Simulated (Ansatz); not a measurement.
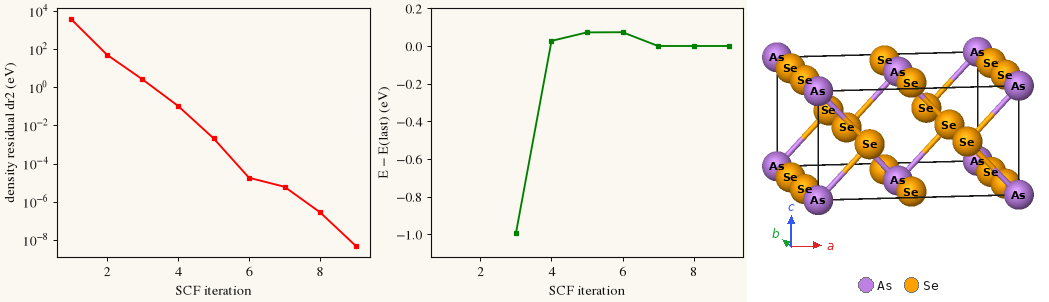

Beside the plot: the structure in its conventional cell.

The plot shows the SCF iterations of a calculation: density residual dr2, Harris–Foulkes energy less its last value. The starting density is a sum of atomic densities corrected by a trained network. The first two energies lie far off the scale and aren't drawn.

AsSe4 (5 atoms in the cell), run with Ansatz.

```
crystal:
  lattice:
    - [3.5994833411, -4.0727874311, 0.0]
    - [3.5994833411, 4.0727874311, 0.0]
    - [0.0, 0.0, 3.8904395625]
  atoms:
    - { symbol: As, position: [0.0, 0.0, 0.0] }
    - { symbol: Se, position: [0.7437836804, 0.7437836804, 0.5] }
    - { symbol: Se, position: [0.2562163196, 0.2562163196, 0.5] }
    - { symbol: Se, position: [0.6735706047, 0.3264293953, 0.0] }
    - { symbol: Se, position: [0.3264293953, 0.6735706047, 0.0] }
basis:
  ecutwfc: "50 eV"
kpoints:
  mp_grid: { grid: [8, 8, 10] }
hamiltonian:
  xc: pbe
scf:
  occupations: { method: gaussian, width: 0.1 }
  max_iter: 60
output:
  forces: true
  eigenvalues: true
  stress: true
```

Command:
```bash
ansatz run input.yaml --threads 1 --pin off --max-ram 2560MiB --backend cpu --events-out ev --progress --plain --runs-dir out
```

**Was self-consistency reached?**

Converged, in 9 iterations. The residual falls at every step. From the first spectrum the program read the system as a metal and chose the LDOS preconditioner.

**What is the residual at the start and at the end?**

It starts near 4 × 10³ and ends near 5 × 10⁻⁹ eV.

**Is anything amiss with this input?**

The input holds a fault (a cutoff far too low). The SCF closed all the same, which doesn't make the results meaningful for the real system.
